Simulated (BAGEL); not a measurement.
# CH5BOS (SMILES COBS): B3LYP/6-31G(d) (density fitting with qzvpp-jkfit, spherical functions)

Aim: the energy change on altering one bond length of CH5BOS at B3LYP/6-31G* (density fitting with qzvpp-jkfit, spherical functions), from 2 runs. 

The results are computed with BAGEL 1.2.2.

1 further run of the same task is left out (set aside as unsound or not needed).

## 1. The structure to begin with

CH5BOS: 9 atoms, total charge 0, spin state singlet. As SMILES, `COBS`. Geometry: relaxed at PBE0-D4/def2-TZVP. This is one conformer, not always the lowest.

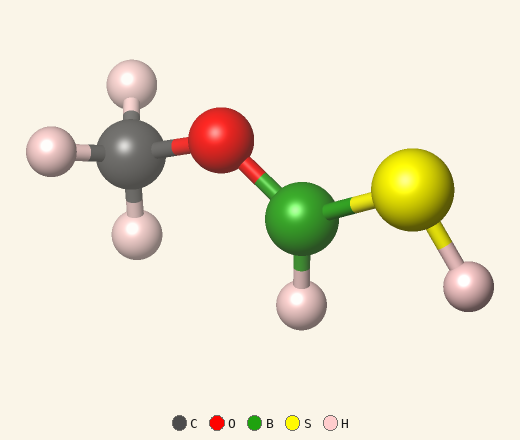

The structure, seen from a chosen angle (carbon dark grey, oxygen red, boron green, sulfur yellow, hydrogen pink).

## 2. A single-point energy at B3LYP/6-31G(d) (density fitting with qzvpp-jkfit, spherical functions)

File job.json:

```json
{ "bagel" : [

{
  "title" : "molecule",
  "basis" : "6-31gs.json",
  "df_basis" : "qzvpp-jkfit",
  "angstrom" : true,
  "geometry" : [
    { "atom" : "C", "xyz" : [    0.569500,    0.756200,   -1.208400 ] },
    { "atom" : "O", "xyz" : [    0.058000,    0.724300,    0.107400 ] },
    { "atom" : "B", "xyz" : [   -0.311900,   -0.424400,    0.697800 ] },
    { "atom" : "S", "xyz" : [   -0.950000,   -0.317900,    2.384900 ] },
    { "atom" : "H", "xyz" : [    0.616800,   -0.246400,   -1.642400 ] },
    { "atom" : "H", "xyz" : [   -0.075000,    1.387200,   -1.823700 ] },
    { "atom" : "H", "xyz" : [    1.571200,    1.190000,   -1.188400 ] },
    { "atom" : "H", "xyz" : [   -0.226000,   -1.480600,    0.136800 ] },
    { "atom" : "H", "xyz" : [   -1.164300,   -1.634700,    2.518700 ] }
  ]
},
{
  "title" : "ks",
  "xc_func" : "b3lyp"
},
{
  "title" : "print",
  "file" : "orbitals.molden",
  "orbitals" : true
}

]}
```

The basis set 6-31G* is read from a file made from the Basis Set Exchange's data (not shown).

Run with:

```bash
BAGEL_NUM_THREADS=1 BAGEL job.json > job.out
```

Output:

```text
* using 1 threads per process

  ===============================================================
  ===============================================================

  *** Geometry ***

  { "atom" : "C", "xyz" : [      1.076199,      1.429011,     -2.283545 ] },
  { "atom" : "O", "xyz" : [      0.109604,      1.368729,      0.202957 ] },
  { "atom" : "B", "xyz" : [     -0.589406,     -0.802000,      1.318651 ] },
  { "atom" : "S", "xyz" : [     -1.795240,     -0.600744,      4.506808 ] },
  { "atom" : "H", "xyz" : [      1.165583,     -0.465629,     -3.103686 ] },
  { "atom" : "H", "xyz" : [     -0.141729,      2.621428,     -3.446294 ] },
  { "atom" : "H", "xyz" : [      2.969138,      2.248774,     -2.245751 ] },
  { "atom" : "H", "xyz" : [     -0.427078,     -2.797929,      0.258515 ] },
  { "atom" : "H", "xyz" : [     -2.200208,     -3.089135,      4.759653 ] },

  Number of auxiliary basis functions:      445

  Since a DF basis is specified, we compute 2- and 3-index integrals:
    o Being stored without compression. Storage requirement is 0.017 GB

  Number of basis functions:       70
  Number of electrons      :       40

    * METHOD: MOLECULE                             0.13

  *** Kohn-Sham DFT ***

    * Removing 16320 points whose weight is below 1.00e-10
    * Grid points: 117834

  === Nuclear Repulsion ===
   144.3856322443

       - DIIS with orbital gradients will be used.

  === KS iteration (b3lyp / 6-31gs.json) ===
      0       -501.49445766          0.13006766           0.25
      1       -468.38588481          0.20755745           0.24
      2       -498.94959759          0.18634437           0.23
      3       -519.84038743          0.17278810           0.23
      4       -538.60071207          0.04599926           0.23
      5       -538.35981867          0.04362601           0.23
      6       -539.41510141          0.00682539           0.24
      7       -539.43278346          0.00400205           0.24
      8       -539.43670235          0.00208963           0.23
      9       -539.43804009          0.00015243           0.23
     10       -539.43804893          0.00004221           0.23
     11       -539.43804953          0.00001263           0.23
     12       -539.43804964          0.00000451           0.23
     13       -539.43804965          0.00000109           0.23
     14       -539.43804965          0.00000025           0.23
     15       -539.43804965          0.00000015           0.23
     16       -539.43804965          0.00000004           0.23
     17       -539.43804965          0.00000001           0.23
    * SCF iteration converged.

    * Permanent dipole moment:
           (   -0.271410,     0.332093,     0.809813) a.u.

    * METHOD: KS                                   4.63

    * METHOD: PRINT                                0.01

  ===============================================================
```

Wall time 5.1 s (1 thread of Intel Xeon 6975P-C (Granite Rapids), shared host); peak memory 0.4 GiB.

## 3. The distorted shape, same level

File calc.json:

```json
{ "bagel" : [

{
  "title" : "molecule",
  "basis" : "6-31gs.json",
  "df_basis" : "qzvpp-jkfit",
  "angstrom" : "true",
  "geometry" : [
    { "atom" : "C", "xyz" : [   -0.231855,    0.409162,   -1.224400 ] },
    { "atom" : "O", "xyz" : [   -0.743355,    0.377262,    0.091400 ] },
    { "atom" : "B", "xyz" : [   -1.113255,   -0.771438,    0.681800 ] },
    { "atom" : "S", "xyz" : [   -1.751355,   -0.664938,    2.368900 ] },
    { "atom" : "H", "xyz" : [   -0.184555,   -0.593438,   -1.658400 ] },
    { "atom" : "H", "xyz" : [   -0.876355,    1.040162,   -1.839700 ] },
    { "atom" : "H", "xyz" : [    1.571200,    1.190000,   -1.188400 ] },
    { "atom" : "H", "xyz" : [   -1.027355,   -1.827638,    0.120800 ] },
    { "atom" : "H", "xyz" : [   -1.965655,   -1.981738,    2.502700 ] }
  ]
},
{
  "title" : "ks",
  "xc_func" : "b3lyp"
},
{
  "title" : "print",
  "file" : "orbitals.molden",
  "orbitals" : "true"
}

]}
```

The basis set 6-31G* is read from a file made from the Basis Set Exchange's data (not shown).

Run with:

```bash
BAGEL_NUM_THREADS=1 BAGEL calc.json > calc.out
```

Output:

```text
* using 1 threads per process

  ===============================================================
  ===============================================================

  *** Geometry ***

  { "atom" : "C", "xyz" : [     -0.438142,      0.773204,     -2.313781 ] },
  { "atom" : "O", "xyz" : [     -1.404737,      0.712922,      0.172721 ] },
  { "atom" : "B", "xyz" : [     -2.103747,     -1.457807,      1.288415 ] },
  { "atom" : "S", "xyz" : [     -3.309581,     -1.256551,      4.476572 ] },
  { "atom" : "H", "xyz" : [     -0.348758,     -1.121435,     -3.133922 ] },
  { "atom" : "H", "xyz" : [     -1.656071,      1.965621,     -3.476529 ] },
  { "atom" : "H", "xyz" : [      2.969138,      2.248774,     -2.245751 ] },
  { "atom" : "H", "xyz" : [     -1.941420,     -3.453735,      0.228279 ] },
  { "atom" : "H", "xyz" : [     -3.714550,     -3.744942,      4.729418 ] },

  Number of auxiliary basis functions:      445

  Since a DF basis is specified, we compute 2- and 3-index integrals:
    o Being stored without compression. Storage requirement is 0.017 GB

  Number of basis functions:       70
  Number of electrons      :       40

    * METHOD: MOLECULE                             0.13

  *** Kohn-Sham DFT ***

    * Removing 15400 points whose weight is below 1.00e-10
    * Grid points: 118754

  === Nuclear Repulsion ===
   141.9794143507

       - DIIS with orbital gradients will be used.

  === KS iteration (b3lyp / 6-31gs.json) ===
      0       -502.28934773          0.12898985           0.25
      1       -472.24927984          0.19864882           0.24
      2       -501.29396444          0.17766971           0.24
      3       -521.74337739          0.16879230           0.24
      4       -538.36663670          0.04489662           0.24
      5       -537.67318873          0.05417824           0.23
      6       -539.27881249          0.00777550           0.23
      7       -539.30623334          0.00475931           0.23
      8       -539.31397669          0.00226209           0.23
      9       -539.31579979          0.00095874           0.23
     10       -539.31608655          0.00044304           0.23
     11       -539.31614842          0.00005390           0.23
     12       -539.31615010          0.00001248           0.23
     13       -539.31615014          0.00000830           0.23
     14       -539.31615017          0.00000301           0.23
     15       -539.31615017          0.00000050           0.23
     16       -539.31615017          0.00000038           0.23
     17       -539.31615017          0.00000010           0.24
     18       -539.31615017          0.00000003           0.23
     19       -539.31615017          0.00000001           0.23
     20       -539.31615017          0.00000000           0.23
    * SCF iteration converged.

    * Permanent dipole moment:
           (    0.239599,     0.592982,     0.591468) a.u.

    * METHOD: KS                                   5.39

    * METHOD: PRINT                                0.01

  ===============================================================
```

Wall time 5.7 s (1 thread of Intel Xeon 6975P-C (Granite Rapids), shared host); peak memory 0.4 GiB.

## 4. What came out

Level: B3LYP/6-31G* (density fitting with qzvpp-jkfit, spherical functions).

| quantity | value |
| --- | --- |
| first shape: total energy | -539.43805 Eh |
| first shape: dipole moment | 2.33 D |
| first shape: HOMO energy | -7.09 eV |
| first shape: LUMO energy | 0.28 eV |
| first shape: HOMO–LUMO gap | 7.36 eV |
| distorted shape: total energy | -539.31615 Eh |
| distorted shape: dipole moment | 2.21 D |
| distorted shape: HOMO energy | -7.14 eV |
| distorted shape: LUMO energy | -1.88 eV |
| distorted shape: HOMO–LUMO gap | 5.26 eV |
| energy change with the C1–H7 bond stretched from 1.092 to 1.965 Å | 3.317 eV |

What this shows: With the C1–H7 bond stretched from 1.092 to 1.965 Å the energy rises by 3.32 eV (320 kJ/mol). The first shape isn't relaxed at this level, so the change isn't measured from a minimum.
